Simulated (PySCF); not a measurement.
System: C$_{4}$H$_{11}$BO$_{3}$Si$_{2}$.

Input

```
{"job": {"kind": "nmr", "xc": "PBE0", "basis": "pcSseg-1"}, "charge": 0, "multiplicity": 1}
C      1.909491     0.392387     2.127218
C      1.690285     1.013316     0.977630
Si     1.020339     0.185493    -0.590424
B      0.511817    -1.714844    -0.416322
O      0.812515    -2.410444     0.706108
O     -0.160107    -2.270145    -1.451781
C     -0.512930     1.229043    -1.072759
C     -0.510419     2.112188    -2.066259
O     -1.666653     1.085278    -0.360683
Si    -2.342965    -0.006603     0.604910
H      1.731012    -0.665063     2.233713
H      2.278218     0.899914     3.007021
H      1.888073     2.077883     0.922575
H      1.984209     0.511290    -1.668052
H      0.518462    -3.323840     0.761648
H     -0.438984    -3.186961    -1.378038
H     -1.387052     2.685696    -2.322516
H      0.377564     2.277320    -2.644902
H     -3.507044     0.742868     1.057743
H     -1.473143    -0.408173     1.715094
H     -2.731606    -1.209661    -0.142394
```

Launched as:

```sh
OMP_NUM_THREADS=1 python probes_run.py task.json out
```

Geometry: GFN2-xTB.

Theory: PySCF, PBE0/pcSseg-1, SCF density, gas phase, non-relativistic.

What can the converged electron density and electron localisation function tell about the bonding?

Answer. C–C (1.32 Å): ρ at the midpoint is about 2.3 e/Å³; the ELF peaks at about 0.90 between the atoms (a multiple bond).
B–O (1.35 Å): the density is about 2.2 e/Å³ at the midpoint; the ELF peaks at about 0.90 between the atoms (a polar covalent bond).
C–Si (1.90 Å): ρ is about 0.91 e/Å³ halfway; the ELF peaks at about 0.95 between the atoms (localised, covalent bonding).
Si–B (1.97 Å): ρ is about 0.85 e/Å³ halfway; the ELF peaks at about 1 between the atoms; a shared electron pair.

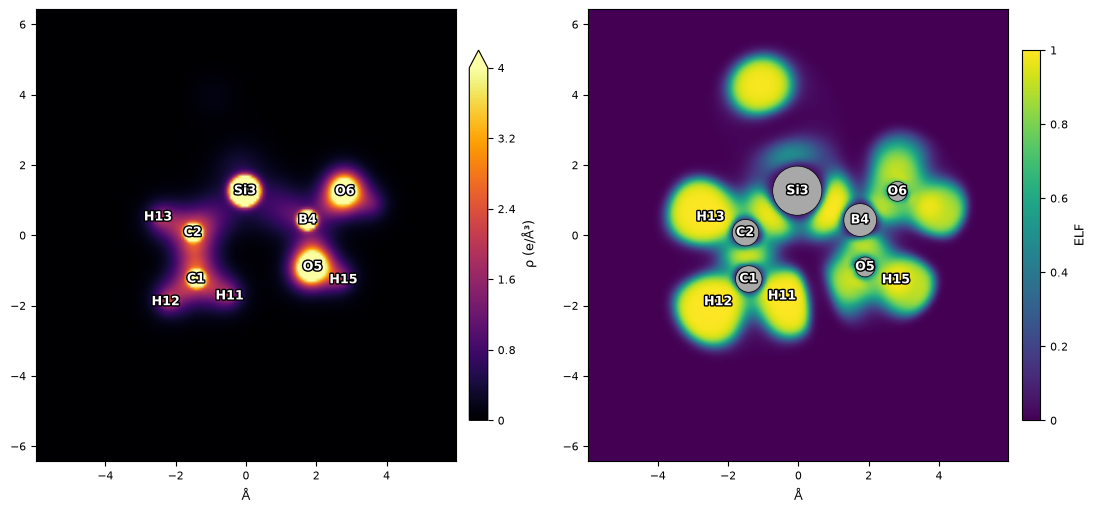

Computed electron density and electron localisation function on the plane of atoms C2, Si3 and B4, in this order. Grey discs cover the atomic cores in the ELF map. 
